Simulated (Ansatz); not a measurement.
Cost and result by functional for the surface energy of the (110) surface of bcc Nb in its 1x1 cell, outermost plane spacing 2.34 Å in the ideal cut, in Ansatz (plane waves, PAW). Single points on the PBE structure, on one kind of machine; costs are rough ratios of the slab run's core time (references not counted) to the cheapest single point. r2SCAN's cost holds its higher cutoff (500 against 420 eV). Differences are taken against r2SCAN for comparison alone: no measured value is at hand, so the table doesn't rank accuracy.

Set-up: 6 atoms, 11.7 Å thick at the start; mesh 14x14x1; 0.1 eV smearing; dipole correction on; all atoms relaxed; held to the start's symmetry, so lower structures may exist; no spin, no spin-orbit, no U. These notes are the PBE run's.

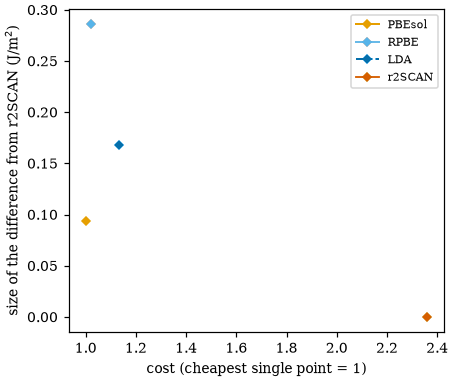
Figure. Difference from r2SCAN against cost

| functional | relative cost | surface energy (J/m²) | less r2SCAN (J/m²) |
|---|---|---|---|
| PBEsol | 1 | 2.31 | 0.09 |
| RPBE | 1 | 1.93 | -0.29 |
| LDA | 1 | 2.39 | 0.17 |
| r2SCAN | 2 | 2.22 | 0.00 |
| PBE (the relaxed run's value) | – | 2.08 | -0.14 |

The values span 0.45 J/m², while the single points' costs differ by a factor of roughly 2. Differences are of unrounded values.

Ansatz is a program for electronic structure.
